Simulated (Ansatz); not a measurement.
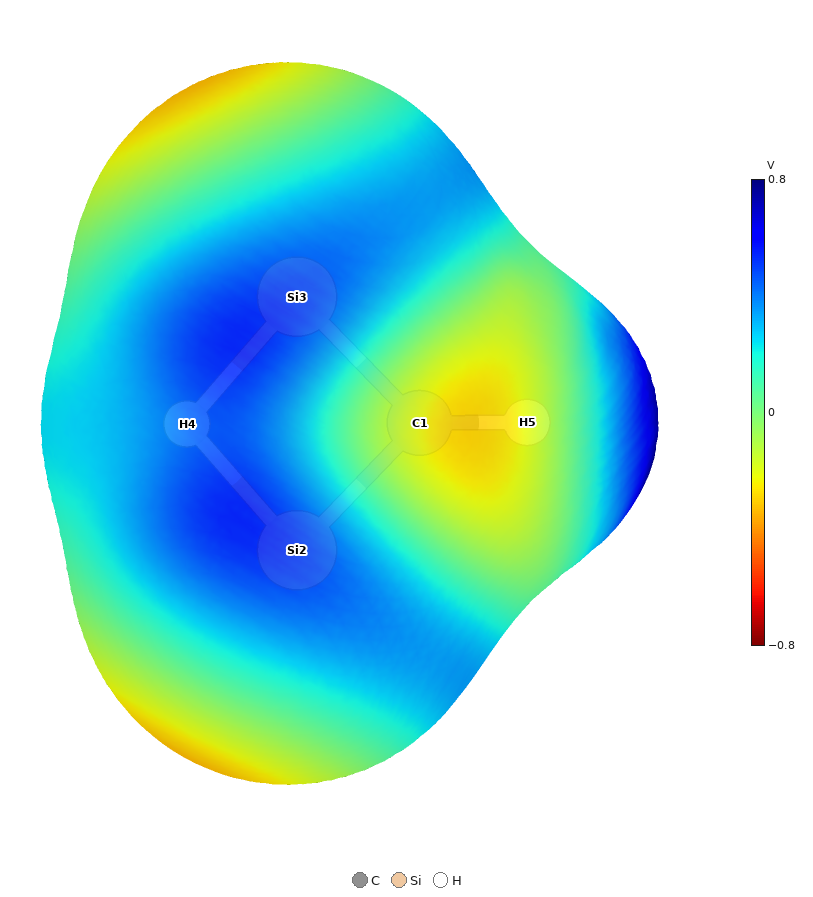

*CH₂Si₂. The molecular electrostatic potential painted on the density surface at 0.001 e/bohr³, seen across its widest extent; red is negative and blue positive.*

Geometry: r2SCAN-D4/def2-SVP.

Theory: isolated molecule in a Gaussian basis; Kohn-Sham density functional theory, functional PBE0 (Ansatz).

Input

```
crystal:
  periodic: [false, false, false]
  atoms:
    - {symbol: C, position_ang: [-0.290255, 0.789187, 0.022613]}
    - {symbol: Si, position_ang: [1.053825, 0.411860, -1.088154]}
    - {symbol: Si, position_ang: [-0.380593, -0.908353, 0.563758]}
    - {symbol: H, position_ang: [0.900448, -1.181278, -0.518417]}
    - {symbol: H, position_ang: [-0.839626, 1.698726, 0.272297]}
basis:
  gaussian:
    orbitals: def2-TZVPD
output: {forces: true, orbitals: {seedname: orbitals}}
hamiltonian:
  xc: pbe0
```

Run with:

```sh
ansatz run input.yaml --threads 1 --pin off --max-ram 2610MiB --events-out events.jsonl --progress --plain --runs-dir runs
```

Q: Which sites attract a positive test charge, and which a negative one?

A: A positive charge is drawn to the negative regions and a negative charge to the positive ones. The most negative region (about −0.3 V, or −7 kcal/mol for a unit charge) lies over C1, Si2 and Si3, the most positive (about +0.8 V, or +18 kcal/mol for a unit charge) over H5.

Q: How polar is the molecule by this calculation?

A: Its dipole moment is 0.31 D.
